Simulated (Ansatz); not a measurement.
System: Br₂Si (SiBr2).

| atom | x (Å) | y (Å) | z (Å) |
| --- | --- | --- | --- |
| Si | 0.0050 | -0.0069 | -0.9478 |
| Br | 1.7686 | -0.0196 | 0.4833 |
| Br | -1.7737 | 0.0265 | 0.4645 |

Geometry: PBE-D4/def2-TZVP.

All numbers below come from RKS PBE0-D4/def2-TZVP in Ansatz.

**Predict the electron density and electron localisation function between the atoms.**

Si–Br (2.27 Å): the density is about 0.71 e/Å³ at the midpoint, with its minimum of 0.56 e/Å³ about 0.8 Å from Si; the ELF peaks at about 0.80 between the atoms (a polar covalent bond).

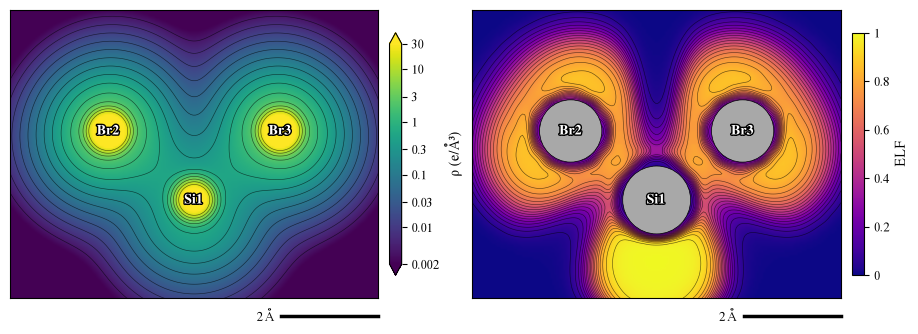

Computed electron density and electron localisation function on the molecular plane, in this order. Grey discs cover the atomic cores in the ELF map. 
